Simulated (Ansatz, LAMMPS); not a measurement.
## Glassy 67P2O5-33BaO (mol %) (128 atoms): geometry optimisation

Wanted: the relaxed structure of glassy 67P2O5-33BaO (mol %) (128 atoms) and its electronic structure.

Program: Ansatz 0.2.0. Level of theory: Kohn-Sham DFT, RPBE, PAW (set soft_2), plane waves. Results are calculated unless marked as measured.

### Step 1. Set-up

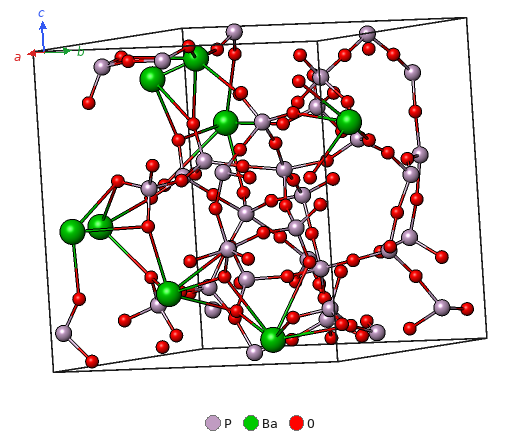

The cell as given, slightly off an axis (phosphorus pink, barium green, oxygen red). Bonds to atoms that aren't drawn are left out. Some periodic images of atoms are drawn too.

The cell holds 128 atoms: 32 P, 8 Ba and 88 O. Its edges and angles: a = 12.435 Å, b = 12.435 Å, c = 12.435 Å, α = 90.0°, β = 90.0°, γ = 90.0°. 128 atoms (32 P, 8 Ba, 88 O) placed at random at 3.04 g/cm³, melted at 4000 K for 10 ps at fixed volume with the Morse and Coulomb pair potential with partial charges (Pedone, Malavasi, Menziani, Cormack and Segre, J. Phys. Chem. B 110, 11780 (2006)). Quenched from 4000 K to 300 K at 200 K/ps and fixed volume, held 10 ps at zero pressure, then minimised at fixed cell.

Limits known from the start: The quench rate of 200 K/ps far exceeds what a furnace or splat quench reaches, so expect more defects and frozen-in strain than in a real sample. The starting topology of bonds comes from the classical model. The Brillouin zone is sampled at Γ only, in a cell whose shortest periodic width is 12 Å. Spin–orbit coupling is left out, which matters for the levels of the heavy elements.

### Step 2. Single point at the start

The forces at the start show how far the geometry lies from a minimum of this functional.

File input.yaml:

```yaml
crystal:
  lattice:
    - [12.43542, 0.0, 0.0]
    - [0.0, 12.43542, 0.0]
    - [0.0, 0.0, 12.43542]
  atoms:
    - { symbol: P, position: [0.58993, 0.35926, 0.61681] }
    - { symbol: P, position: [0.72448, 0.64306, 0.73917] }
    - { symbol: P, position: [0.21109, 0.76, 0.97239] }
    - { symbol: P, position: [0.81384, 0.27834, 0.55008] }
    [... 118 atom lines left out ...]
    - { symbol: O, position: [0.9064, 0.55597, 0.48583] }
    - { symbol: O, position: [0.5995, 0.33446, 0.73418] }
    - { symbol: O, position: [0.62261, 0.63109, 0.66632] }
    - { symbol: O, position: [0.42971, 0.16176, 0.20409] }
    - { symbol: O, position: [0.81251, 0.20972, 0.96223] }
    - { symbol: O, position: [0.47067, 0.56271, 0.24196] }
kpoints:
  mp_grid: { grid: [1, 1, 1] }
hamiltonian:
  xc: rpbe
scf:
  occupations: { method: fixed }
output:
  forces: true
  stress: true
  populations: true
  dos:
    method: { smearing: { sigma: 0.08 } }
    de: 0.1
    projected: { site_lists: { Ba: [Ba], O: [O], P: [P] } }
  eigenvalues: true
```

Run with:

```bash
$ ansatz run input.yaml --threads 4 --pin off --max-ram 8192MiB --backend cpu --events-out ev --progress --plain --runs-dir out
```

Wall time 64 s (4 threads of Arm Neoverse V1, shared host); peak memory 2.9 GiB.

Numbers from this run:

```yaml
free_energy: -122089.5138 eV
free_energy_per_atom: -953.8243 eV/atom
scf_cycles: 11
pressure: 4.368 GPa
r_m_s_force_component: 1.383 eV/Å
longest_force: 6.188 eV/Å
fermi_energy: 5.227 eV
spacing_of_highest_filled_and_lowest_empty_level: 1.356 eV
spilling_of_the_projection: 0.01781
```

The r.m.s. force component of 1.4 eV/Å and the pressure of 4.4 GPa set the starting point.

Neighbours are counted within 2.11 Å (O-P), 3.29 Å (O-Ba).

Length of the force by element and coordination:

| element | coordination | atoms | mean length of the force (eV/Å) | spread | least | most |
| --- | --- | --- | --- | --- | --- | --- |
| Ba | all | 8 | 1.10 | 0.370 | 0.613 | 1.81 |
| Ba | 5 | 5 | 1.05 | 0.264 | 0.620 | 1.42 |
| Ba | 6 | 2 | 1.45 | 0.357 | 1.09 | 1.81 |
| Ba | 7 | 1 | 0.613 | 0 | 0.613 | 0.613 |
| O | all | 88 | 1.78 | 0.962 | 0.359 | 5.41 |
| O | 1 | 12 | 0.998 | 0.279 | 0.520 | 1.55 |
| O | 2 | 64 | 1.90 | 0.968 | 0.467 | 5.41 |
| O | 3 | 10 | 1.55 | 0.623 | 0.359 | 2.57 |
| O | 4 | 2 | 3.72 | 0.426 | 3.30 | 4.15 |
| P | all | 32 | 3.11 | 1.30 | 1.05 | 6.19 |
| P | 4 | 26 | 3.22 | 1.32 | 1.33 | 6.19 |
| P | 5 | 6 | 2.65 | 1.11 | 1.05 | 4.34 |

### Step 3. Relaxation

The atoms are relaxed in the fixed cell, aiming at the force tolerance of the input.

input.yaml, the sections that differ from step 2:

```yaml
output:
  forces: true
relax:
  f_tol: 0.05
  max_steps: 196
# crystal, kpoints, hamiltonian, scf: as in step 2
```

Wall time 35 min (4 threads); peak memory 2.6 GiB; 2.2 h of CPU time.

Relaxation path (22 of 80):

| step | energy less that of the first step (eV) | largest force component (eV/Å) |
| --- | --- | --- |
| 1 | 0.0000 | 5.3216 |
| 5 | -13.3335 | 0.6098 |
| 9 | -16.1737 | 0.5991 |
| 12 | -17.3181 | 0.5229 |
| 16 | -18.3831 | 0.6453 |
| 20 | -19.3199 | 0.6650 |
| 24 | -20.0163 | 0.4119 |
| 27 | -20.2585 | 0.5812 |
| 31 | -20.5448 | 0.2406 |
| 35 | -20.7389 | 0.7731 |
| 39 | -21.0247 | 0.6104 |
| 42 | -21.2225 | 0.5684 |
| 46 | -21.3612 | 0.0981 |
| 50 | -21.3430 | 0.2337 |
| 54 | -21.4197 | 0.0902 |
| 57 | -21.4317 | 0.1229 |
| 61 | -21.4483 | 0.1234 |
| 65 | -21.4932 | 0.1903 |
| 69 | -21.6259 | 1.4000 |
| 72 | -21.8375 | 0.6196 |
| 76 | -21.9781 | 0.0745 |
| 80 | -21.9949 | 0.0362 |

Relaxation steps 50, 63, 69, 72, 74, 79 were tried and not accepted.

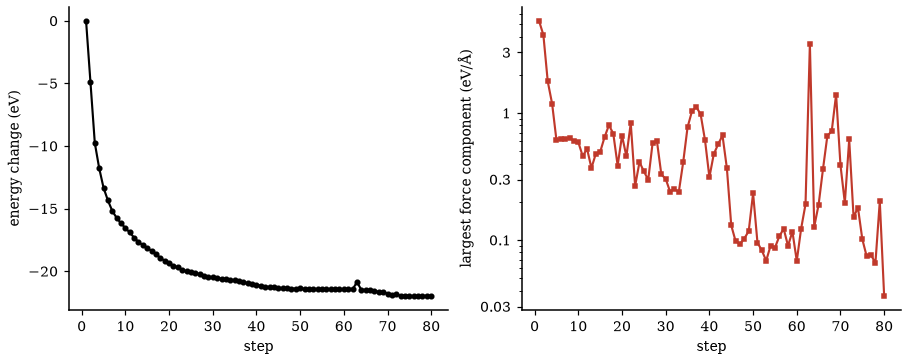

Energy and largest force along the relaxation.

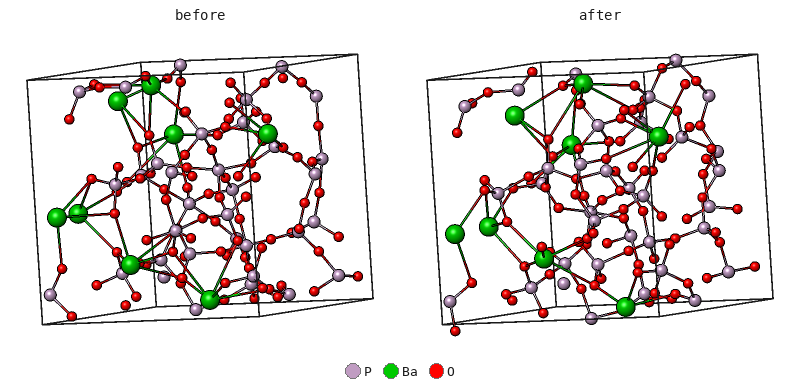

Before and after, at one scale. Bonds to atoms that aren't drawn are left out.

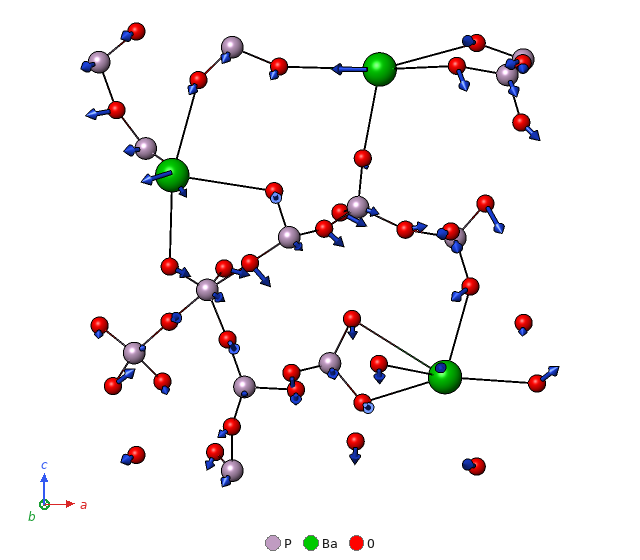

Displacements in the relaxation, scaled; the longest in the cell stands for 2.09 Å. Drawn is a slice 4 Å thick, seen along the normal of the ac plane. Bonds to atoms that aren't drawn are left out.

The atoms that moved most (Å):

| atom | dx | dy | dz | length |
| --- | --- | --- | --- | --- |
| O104 | 0.571 | -1.698 | -1.086 | 2.095 |
| Ba33 | -1.650 | 0.967 | -0.068 | 1.914 |
| O78 | -0.359 | 1.273 | 1.165 | 1.762 |
| O74 | -1.507 | -0.670 | -0.396 | 1.696 |
| O127 | 0.300 | -1.185 | -0.896 | 1.516 |
| O83 | 0.182 | 0.952 | -1.149 | 1.503 |
| O116 | 0.202 | 0.140 | 1.424 | 1.445 |
| O63 | -1.147 | 0.254 | 0.788 | 1.415 |

The relaxation changed the energy by -172 meV/atom, and atoms moved by 0.90 Å r.m.s., 2.1 Å at most.

### Step 4. Structure statistics after relaxation

Bonds before and after, by the cutoffs listed below:

| pair | bonds before | bonds after | mean before (Å) | mean after (Å) | spread before (Å) | spread after (Å) |
| --- | --- | --- | --- | --- | --- | --- |
| O-P | 134 | 129 | 1.557 | 1.578 | 0.062 | 0.084 |
| O-Ba | 44 | 55 | 2.882 | 2.819 | 0.161 | 0.163 |

Density 3.02 g/cm³, 15.02 Å³ an atom.

Pair distribution functions g(r), in bins of 0.2 Å:

| r (Å) | total | O-O | O-P | O-Ba | P-P | P-Ba | Ba-Ba |
| --- | --- | --- | --- | --- | --- | --- | --- |
| 1.40 | 1.38 | 0.00 | 4.00 | 0.00 | 0.00 | 0.00 | 0.00 |
| 1.60 | 3.13 | 0.00 | 9.12 | 0.00 | 0.00 | 0.00 | 0.00 |
| 1.80 | 0.37 | 0.00 | 1.07 | 0.00 | 0.00 | 0.00 | 0.00 |
| 2.00 | 0.00 | 0.00 | 0.00 | 0.00 | 0.00 | 0.00 | 0.00 |
| 2.20 | 0.00 | 0.00 | 0.00 | 0.00 | 0.00 | 0.00 | 0.00 |
| 2.40 | 0.56 | 1.15 | 0.00 | 0.18 | 0.00 | 0.00 | 0.00 |
| 2.60 | 2.46 | 4.81 | 0.04 | 2.06 | 0.00 | 0.00 | 0.00 |
| 2.80 | 0.61 | 0.55 | 0.10 | 3.20 | 0.72 | 0.00 | 0.00 |
| 3.00 | 1.04 | 1.03 | 0.30 | 1.85 | 4.63 | 0.00 | 0.00 |
| 3.20 | 0.82 | 0.92 | 0.80 | 0.32 | 1.37 | 0.00 | 0.00 |
| 3.40 | 0.86 | 0.81 | 1.08 | 0.66 | 0.13 | 1.32 | 0.00 |
| 3.60 | 0.89 | 0.61 | 1.40 | 0.50 | 0.11 | 2.28 | 0.00 |
| 3.80 | 1.00 | 0.75 | 1.52 | 0.45 | 0.30 | 2.29 | 0.00 |
| 4.00 | 1.19 | 0.63 | 2.02 | 0.75 | 0.83 | 2.44 | 1.51 |
| 4.20 | 0.97 | 0.83 | 1.20 | 0.92 | 0.67 | 1.18 | 2.71 |
| 4.40 | 0.96 | 0.95 | 0.95 | 0.90 | 1.30 | 0.80 | 1.28 |
| 4.60 | 1.08 | 1.24 | 0.76 | 1.39 | 1.42 | 0.85 | 1.09 |
| 4.80 | 1.10 | 1.34 | 0.69 | 0.90 | 1.74 | 0.91 | 3.02 |
| 5.00 | 1.15 | 1.37 | 0.77 | 1.56 | 1.13 | 0.71 | 2.84 |
| 5.20 | 0.93 | 1.03 | 0.74 | 1.00 | 1.27 | 0.76 | 0.88 |
| 5.40 | 0.96 | 0.96 | 0.91 | 1.28 | 0.97 | 0.62 | 0.00 |
| 5.60 | 0.95 | 0.93 | 0.98 | 1.01 | 0.81 | 1.24 | 0.74 |
| 5.80 | 0.95 | 0.88 | 1.12 | 0.68 | 0.89 | 0.80 | 1.44 |
| 6.00 | 0.98 | 0.82 | 1.20 | 1.03 | 0.84 | 1.16 | 0.00 |

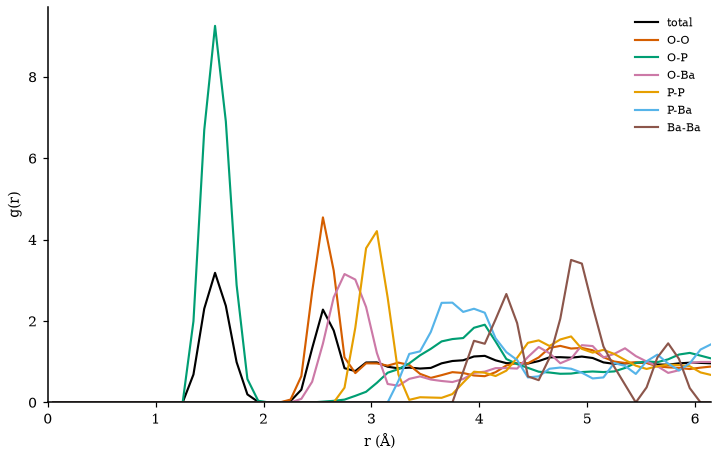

Pair distribution functions, lightly smoothed.

Bonds by pair of elements; cutoffs follow the first minimum of g(r), held within bounds set by covalent radii, and pairs that aren't listed don't count as bonded:

| pair A-B | cutoff (Å) | bonds | mean length (Å) | spread (Å) | shortest (Å) | B about A | A about B |
| --- | --- | --- | --- | --- | --- | --- | --- |
| O-P | 2.11 | 129 | 1.58 | 0.084 | 1.46 | 1.47 | 4.03 |
| O-Ba | 3.29 | 55 | 2.82 | 0.163 | 2.50 | 0.625 | 6.88 |

How many atoms have how many bonded neighbours:

| element | mean | 1 | 2 | 3 | 4 | 5 | 6 | 7 | 8 |
| --- | --- | --- | --- | --- | --- | --- | --- | --- | --- |
| Ba | 6.88 | 0 | 0 | 0 | 0 | 0 | 3 | 3 | 2 |
| O | 2.09 | 7 | 67 | 13 | 1 | 0 | 0 | 0 | 0 |
| P | 4.03 | 0 | 0 | 0 | 31 | 1 | 0 | 0 | 0 |

Bond angles (no mean is given where the spread exceeds 20°):

| angle | count | mean (°) | spread (°) |
| --- | --- | --- | --- |
| O-P-O | 196 | 109 | 8.9 |
| O-Ba-O | 164 | - | - |
| Ba-O-P | 55 | 124 | 19.1 |
| P-O-P | 41 | 138 | 11.3 |
| Ba-O-Ba | 16 | 106 | 12.5 |

Oxygen atoms by the number of network formers (Si, P, Ge, B, Al, As, Ga) bound to them:

| network formers bound to O | O atoms | per cent |
| --- | --- | --- |
| 0 | 0 | 0 |
| 1 | 47 | 53.4 |
| 2 | 41 | 46.6 |

Network units: each former by its oxygen neighbours and how many of them bridge to another former:

| former | O neighbours | bridging O | atoms |
| --- | --- | --- | --- |
| P | 4 | 1 | 2 |
| P | 4 | 2 | 14 |
| P | 4 | 3 | 12 |
| P | 4 | 4 | 3 |
| P | 5 | 4 | 1 |

Bond length by coordination (bonds to H left out):

| element | coordination | atoms | mean bond length (Å) |
| --- | --- | --- | --- |
| Ba | 6 | 3 | 2.75 |
| Ba | 7 | 3 | 2.81 |
| Ba | 8 | 2 | 2.90 |
| O | 1 | 7 | 1.47 |
| O | 2 | 67 | 1.82 |
| O | 3 | 13 | 2.42 |
| O | 4 | 1 | 2.50 |
| P | 4 | 31 | 1.57 |
| P | 5 | 1 | 1.68 |

Rings of the network by King's shortest-path rule, up to 12 atoms, one path for each pair of neighbours; H, halogens, alkali and alkaline-earth atoms are left out, and the last column divides by all other atoms, bonded or not:

| ring size (atoms) | rings | per network atom |
| --- | --- | --- |
| 10 | 3 | 0.025 |
| 12 | 1 | 0.008 |

First main peaks of g(r), for some of the pairs, lie near 2.6 Å (O-O), 1.6 Å (O-P), 2.8 Å (O-Ba) and 3.0 Å (P-P). With the cutoffs above, 38 % of Ba atoms have 6 and as many 7, 76 % of O atoms have 2 and 97 % of P atoms have 4 bonded neighbours. The O-P-O angle averages 109° with a spread of 9°. 47 % of the oxygens bridge two formers (P) and 53 % are non-bridging. The commonest P unit has 4 oxygens, 2 of them shared with other formers (14 of 32 atoms). Rings of 10 atoms are the most common (75 % of those counted); sizes run from 10 to 12, where the search stops.

### Step 5. Single point at the relaxed geometry

The electronic structure is read at the final geometry, in a run of its own.

File input.yaml:

```yaml
crystal:
  lattice:
    - [12.43542, 0.0, 0.0]
    - [0.0, 12.43542, 0.0]
    - [0.0, 0.0, 12.43542]
  atoms:
    - { symbol: P, position: [0.63888, 0.34053, 0.6021] }
    - { symbol: P, position: [0.69986, 0.61586, 0.77266] }
    - { symbol: P, position: [0.19316, 0.7249, 0.9986] }
    - { symbol: P, position: [0.81484, 0.19678, 0.51709] }
    [... 118 atom lines left out ...]
    - { symbol: O, position: [0.86992, 0.58202, 0.50373] }
    - { symbol: O, position: [0.60617, 0.33317, 0.71775] }
    - { symbol: O, position: [0.58637, 0.60132, 0.6997] }
    - { symbol: O, position: [0.43267, 0.20826, 0.15757] }
    - { symbol: O, position: [0.83667, 0.11439, 0.89015] }
    - { symbol: O, position: [0.50943, 0.61899, 0.24523] }
kpoints:
  mp_grid: { grid: [1, 1, 1] }
hamiltonian:
  xc: rpbe
scf:
  occupations: { method: fixed }
output:
  forces: true
  stress: true
  populations: true
  dos:
    method: { smearing: { sigma: 0.1 } }
    de: 0.1
    projected: { site_lists: { Ba: [Ba], O: [O], P: [P] } }
  eigenvalues: true
  write_density: true
  write_potential: true
  volumetric_format: npy
  elf: true
```

The job ended after 73 s (4 threads; peak memory 2.9 GiB).

The program notes that the exchange-correlation potential is rough where the density is thin.

Numbers from this run:

```
free energy                                      : -122111.5087 eV
free energy per atom                             : -953.9962 eV/atom
SCF cycles                                       : 10
pressure                                         : 2.139 GPa
r.m.s. force component                           : 0.00916 eV/Å
longest force                                    : 0.04878 eV/Å
Fermi energy                                     : 3.669 eV
gap (highest filled to lowest empty level) : 3.707 eV
spilling of the projection                       : 0.01756
```

States in the cell by windows of 1 eV, zero at the Fermi level; the larger projections on atomic orbitals stand beside the total:

| from (eV) | to (eV) | total | O p | P p | O s |
| --- | --- | --- | --- | --- | --- |
| -10 | -9 | 18.7 | 11.8 | 3.9 | 1.0 |
| -9 | -8 | 19.3 | 12.9 | 4.5 | 0.7 |
| -8 | -7 | 5.5 | 3.8 | 1.2 | 0.3 |
| -7 | -6 | 28.2 | 19.8 | 2.9 | 3.7 |
| -6 | -5 | 62.4 | 46.4 | 5.6 | 7.0 |
| -5 | -4 | 73.2 | 59.8 | 5.5 | 5.1 |
| -4 | -3 | 70.7 | 62.5 | 2.9 | 2.8 |
| -3 | -2 | 73.1 | 66.3 | 3.1 | 1.1 |
| -2 | -1 | 91.3 | 85.1 | 2.8 | 0.6 |
| -1 | 0 | 45.7 | 43.9 | 0.5 | 0.1 |
| 0 | 1 | 1.5 | 1.4 | 0.0 | 0.0 |
| 1 | 3 | 0.0 | 0.0 | 0.0 | 0.0 |
| 3 | 4 | 2.0 | 0.2 | 0.2 | 0.4 |
| 4 | 5 | 7.6 | 1.1 | 1.1 | 1.2 |

With fixed occupations the program's Fermi level is the highest filled level; weight inside the gap is the broadening of levels at its edges.

Between -26 and -10 eV lie 277 more states.

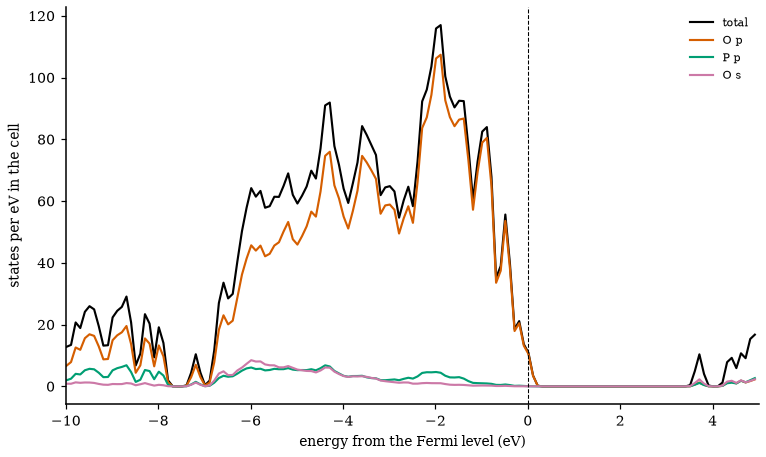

Total and projected density of states, with the broadening of the input.

The levels nearest the highest filled one (over half full), pooled over k-points and spins:

| level less the highest filled one (eV) | occupation |
| --- | --- |
| -0.443 | 2 |
| -0.418 | 2 |
| -0.391 | 2 |
| -0.211 | 2 |
| -0.175 | 2 |
| 0 | 2 |
| 3.71 | 0 |
| 4.37 | 0 |
| 4.62 | 0 |
| 4.82 | 0 |
| 4.91 | 0 |
| 5.07 | 0 |

### Step 6. Outcome

```yaml
energy_change_in_the_relaxation: -171.8 meV/atom
r_m_s_displacement: 0.904 Å
largest_displacement: 2.095 Å
free_energy_per_atom: -953.9962 eV/atom
pressure: 2.139 GPa
r_m_s_force_component: 0.00916 eV/Å
spacing_of_highest_filled_and_lowest_empty_level: 3.707 eV
wall_time_of_the_3_dft_runs: 37 min
```

In words: Relaxation lowers the energy by 172 meV/atom and moves atoms by 0.90 Å r.m.s.; the r.m.s. force component goes from 1.4 to 0.0092 eV/Å, the pressure goes from 4.4 to 2.1 GPa, and the gap from 1.36 to 3.71 eV. By the final cutoffs 17 of 178 bonded pairs parted and 23 joined. First to last step the energy falls by 21.995 eV; the largest move, 2.09 Å, is that of O104. The O-Ba bonds change most in mean length: from 2.882 Å (spread 0.161) to 2.819 Å (spread 0.163), and their number from 44 to 55. With the cutoffs above, 38 % of Ba atoms have 6 and as many 7, 76 % of O atoms have 2 and 97 % of P atoms have 4 bonded neighbours. 47 % of the oxygens bridge two formers (P) and 53 % are non-bridging. The highest filled and lowest empty levels differ by 3.71 eV (at Γ alone); a semilocal functional tends to put such gaps too low. In a disordered cell it changes from sample to sample, and tail or defect levels can set it.

What to keep in mind: The network of bonds at the start is that of the classical potential that made the cell; in DFT 17 of its 178 bonded pairs passed out of the cutoffs and 23 came within them. The pressure of 2.1 GPa shows the cell to be compressed for this functional.

[Logs are printed without paths, hosts, clocks, repeated set-up lines and the standing remarks that a program may print on its own settings, such as how far it seeks lower states.]

[Hosts, paths, dates, database ids (printed as entryN), source tags and the programs' standing remarks are cut or masked in the printed files.]
